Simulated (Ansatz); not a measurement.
System: a (001) slab cut from HfO2 (P2_1/c), ended by O planes, 24 atoms in the cell. Starting structure of the relaxation:

```yaml
crystal:
  lattice:
    - [5.12610, 0.00000, 0.00000]
    - [0.00000, 5.20218, 0.00000]
    - [0.00000, 0.00000, 25.74721]
  atoms:
    - { symbol: O, position: [0.63479, 0.24192, 0.31071] }
    - { symbol: O, position: [0.53613, 0.75808, 0.31918] }
    - { symbol: O, position: [0.18324, 0.33582, 0.34709] }
    - { symbol: Hf, position: [0.84450, 0.54244, 0.35726] }
    - { symbol: Hf, position: [0.41188, 0.04244, 0.37425] }
    - { symbol: O, position: [0.07314, 0.83582, 0.38443] }
    - { symbol: O, position: [0.72025, 0.25808, 0.41233] }
    - { symbol: O, position: [0.62159, 0.74192, 0.42080] }
    - { symbol: O, position: [0.26870, 0.16418, 0.44871] }
    - { symbol: Hf, position: [0.92997, 0.95756, 0.45888] }
    - { symbol: Hf, position: [0.49734, 0.45756, 0.47587] }
    - { symbol: O, position: [0.15860, 0.66418, 0.48605] }
    - { symbol: O, position: [0.80571, 0.24192, 0.51395] }
    - { symbol: O, position: [0.70705, 0.75808, 0.52242] }
    - { symbol: O, position: [0.35416, 0.33582, 0.55032] }
    - { symbol: Hf, position: [0.01543, 0.54244, 0.56050] }
    - { symbol: Hf, position: [0.58280, 0.04244, 0.57749] }
    - { symbol: O, position: [0.24406, 0.83582, 0.58767] }
    - { symbol: O, position: [0.89118, 0.25808, 0.61557] }
    - { symbol: O, position: [0.79251, 0.74192, 0.62404] }
    - { symbol: O, position: [0.43962, 0.16418, 0.65194] }
    - { symbol: Hf, position: [0.10089, 0.95756, 0.66212] }
    - { symbol: Hf, position: [0.66826, 0.45756, 0.67911] }
    - { symbol: O, position: [0.32953, 0.66418, 0.68929] }
```

Computed with Ansatz 0.2.0: DFT PBE+D3(BJ), scalar-relativistic, plane waves, PAW, no spin polarisation, 3×3×1 k mesh, 420 eV cutoff.

What does the potential across the slab give for the work function?

The work function is 4.22 eV at the right face and 8.13 eV at the left. The vacuum level is 3.91 eV higher at the left than at the right, so the slab carries a dipole along its normal; the ramp in the vacuum, at or near the edge of the plot, is the dipole correction that keeps each side flat. Some atoms were held fixed in the relaxation, which can itself make the faces differ. The outermost atoms are 10.0 Å apart, which leaves 15.8 Å of vacuum in a cell 25.7 Å high.

Spin-orbit coupling is left out, which matters for Hf.

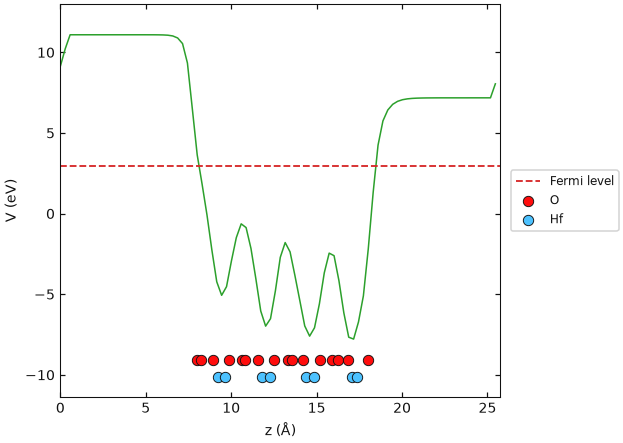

Plane-averaged electrostatic potential energy of an electron across the slab; circles at the bottom mark the heights of the atoms (positions after relaxation).
